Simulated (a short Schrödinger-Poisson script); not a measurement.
Structure: symmetric double-gate stack, SiO2 on p-type Si(100), at 77 K.

```
layer  material  thickness (nm)  Na (cm⁻³)
-----  --------  --------------  ---------
1          SiO2             2.1          -
2            Si              14       1e17
3          SiO2             2.1          -
```

The device is made up for the run: typed textbook-type constants, with dimensions and the other settings drawn at random. SiO2: permittivity 3.9, conduction-band edge (eV) 3.15, gap (eV) 9, electron mass (mₑ) 0.5. Si: permittivity 11.7, conduction-band edge (eV) 0, gap (eV) 1.124, Nv at 300 K (cm⁻³) 3.1e19.

Channel valleys (confinement mass, in-plane density-of-states mass, number): Δ2 0.916, 0.19, 2; Δ4 0.19, 0.417, 4. At the gates, both at one voltage, the conduction-band edge of layer 1 lies 3.61 eV − eVg above the Fermi level of the channel. Gaps are held at their typed values at every temperature. Mesh 0.03 nm at interfaces.

Solved with a short Schrödinger-Poisson script written for these runs: 1D Poisson equation in equilibrium, electrons quantum, Hartree (BenDaniel-Duke, 12 states a valley, the channel's in-plane mass for all, wave functions ending at the dielectric), parabolic valleys, classical holes, full ionisation, no traps, pinning or gate leakage.

Only gate voltages with over 1e8 electrons/cm² are shown.

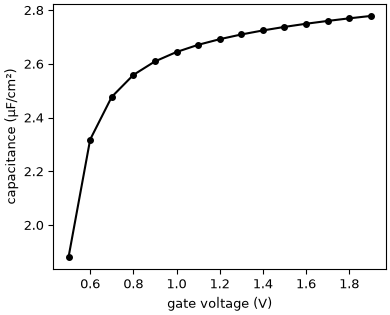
*Quasi-static capacitance against gate voltage*

```csv
Vg (V),electrons (cm⁻²),C (μF/cm²),Δ2 E0 (meV),Δ2 E1 (meV),Δ4 E0 (meV),Δ4 E1 (meV)
0.5,5.24e11,1.88,11.5,14.7,20.2,47.2
0.7,3.36e12,2.48,-5.4,-5.1,11.8,32.9
0.9,6.55e12,2.61,-16.1,-16.0,9.5,28.0
1.1,9.85e12,2.67,-25.6,-25.6,7.7,24.3
1.3,1.32e13,2.71,-34.9,-34.9,6.1,21.0
1.5,1.66e13,2.74,-44.0,-44.0,4.6,18.0
1.7,2.00e13,2.76,-52.9,-52.9,3.2,15.3
1.9,2.35e13,2.78,-61.8,-61.8,1.9,12.7
```

Subbands count from the Fermi level. The capacitance is that of both gates.
